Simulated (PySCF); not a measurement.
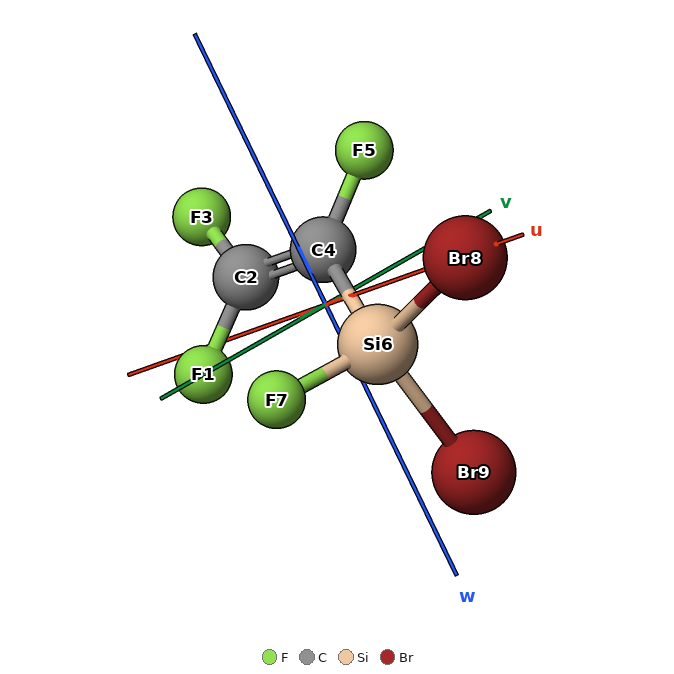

The lines u, v and w are the principal axes of the static dipole polarisability. The computed structure is the end point of a GFN2-xTB optimisation. No frequency run is at hand to confirm it as a minimum. Computed with ωB97X-D/def2-SVPD (PySCF 2.14.0).

**Along which axis is the molecule most polarisable, and along which least?**

Most along u (close to the long direction F3···Br8), least along v.

**Give the three principal values.**

u 108.4, v 71.1, w 92.6 bohr³; mean 90.7, anisotropy 32.4 bohr³.

The geometry is semi-empirical. Around Br, Si such bond lengths and angles can be off by a tenth of an ångström or more and by several degrees, and values that hang on the shape move with them.
